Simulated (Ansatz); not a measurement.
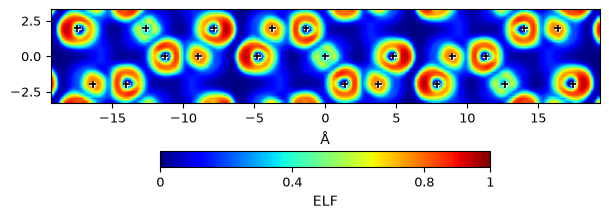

The electron localisation function on a plane through atoms (crosses mark nuclei in the plane).

Level of theory: DFT, r2SCAN+rVV10, plane waves, PAW (Ansatz 0.2.0).

Candidates:
A. SnB2Se4, a = 13.51 Å, b = 3.63 Å, c = 6.40 Å, α = 90.00°, β = 98.18°, γ = 90.00°. Space group C2/m; a structure from a database of computed crystals, not necessarily the ambient phase; started from the TiCr2S4-12 prototype, which need not be the ambient phase.
B. Nb2SnAs4, a = 5.19 Å, b = 5.19 Å, c = 12.91 Å, α = 90.00°, β = 90.00°, γ = 90.00°. Space group I4/mmm; a structure from a database of computed crystals, not necessarily the ambient phase; started from the K2MgH4-139 prototype, which need not be the ambient phase.
C. PdRh2S4, a = 3.41 Å, b = 3.41 Å, c = 37.98 Å, α = 90.00°, β = 90.00°, γ = 120.00°. Space group R-3m; a structure from a database of computed crystals, not necessarily the ambient phase; started from the MgIn2Se4-166 prototype, which need not be the ambient phase; computed without spin polarisation.

### Which system is this?

Candidate C: PdRh2S4 on the (110) plane of the conventional cell, which holds Pd, Rh and S. Rh–S (2.24 Å): the ELF peaks at about 0.85 in the valence shell of S, 0.8 Å from its nucleus, and is about 0.40 at the midpoint. Pd–S (2.39 Å): the ELF peaks at about 0.90 in the valence shell of S, 0.8 Å from its nucleus, and is about 0.40 at the midpoint.
